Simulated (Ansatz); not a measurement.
ClFH4Si3 (SMILES F[SiH2][SiH2][Si]Cl)

Input file:

```
basis:
  gaussian: {orbitals: def2-TZVPD}
crystal:
  periodic: [false, false, false]
  atoms:
    - {symbol: Cl, position_ang: [3.139896, -0.291032, -1.198649]}
    - {symbol: F, position_ang: [-0.786650, -0.814267, -1.427308]}
    - {symbol: Si, position_ang: [-0.759456, -1.345576, 0.117538]}
    - {symbol: Si, position_ang: [0.781099, 0.044123, 1.239410]}
    - {symbol: Si, position_ang: [1.785812, 1.239599, -0.623901]}
    - {symbol: H, position_ang: [-2.145121, -1.246256, 0.651102]}
    - {symbol: H, position_ang: [-0.334971, -2.770770, 0.108751]}
    - {symbol: H, position_ang: [1.733308, -0.775777, 2.041977]}
    - {symbol: H, position_ang: [0.053210, 0.971152, 2.156715]}
hamiltonian: {xc: {name: PBE0}}
output: {forces: true, orbitals: {seedname: orbitals}}
```

Command:

```sh
ansatz run input.yaml --threads 1 --pin off --max-ram 2610MiB --events-out events.jsonl --progress --plain --runs-dir runs
```

Geometry: B3LYP/6-31G*.

Level of theory: Ansatz, isolated molecule in a Gaussian basis; Kohn-Sham density functional theory, functional PBE0.

**Predict the electron density and electron localisation function between the atoms.**

Si–F (1.63 Å): ρ at the midpoint is about 1.1 e/Å³; the ELF peaks at about 0.85 in the valence shell of F, 0.6 Å from its nucleus, and is about 0.45 at the midpoint.
Si–Si (2.36 Å): the density is about 0.62 e/Å³ at the midpoint; the ELF peaks at about 1 between the atoms (a shared electron pair).

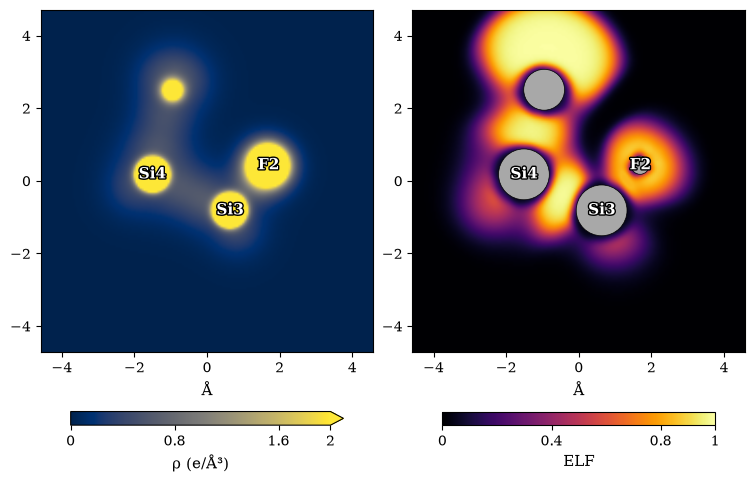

Computed electron density and electron localisation function on the plane of atoms F2, Si3 and Si4, in this order. Grey discs cover the atomic cores in the ELF map. 
